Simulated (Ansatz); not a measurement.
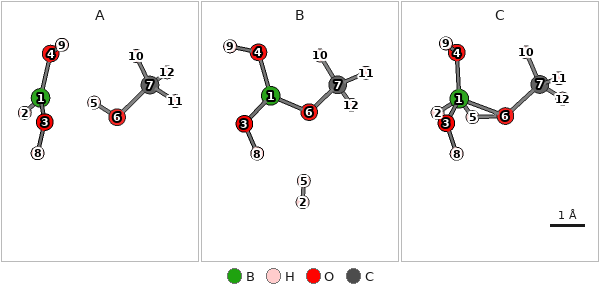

3 geometries from a converged minimum-energy path of CH7BO3, made up of BH$_{3}$O$_{2}$ and CH4O, shuffled. Style: ball-and-stick. Shown at a tilt.

Computed with UKS PBE-D4/def2-SVP (Ansatz 0.2.0). Settings: 5 movable images; climbing image; force threshold 0.05 eV/Å; iteration limit 60; starting path through a guess of the saddle point.

### One of them is the converged climbing image. Which?

C. In order along the path, whose images run from 0 to 6: A (image 0, 0.00 eV), C (image 2, +0.98 eV), B (image 6, −0.97 eV). Breaking: B1–H2 (1.22 → 1.43 at the top → 4.00 Å), H5–O6 (0.98 → 1.22 at the top → 2.40 Å). Forming: B1–O6 (2.74 → 1.62 at the top → 1.38 Å), H2–H5 (2.27 → 1.08 at the top → 0.77 Å).

Limits of the set-up: the start holds two separate molecules, 2.3 Å apart at their closest, whose relative position is a soft coordinate.

The run took 3 min on 4 threads of Arm Neoverse N1 (shared host), peak memory 0.17 GiB.
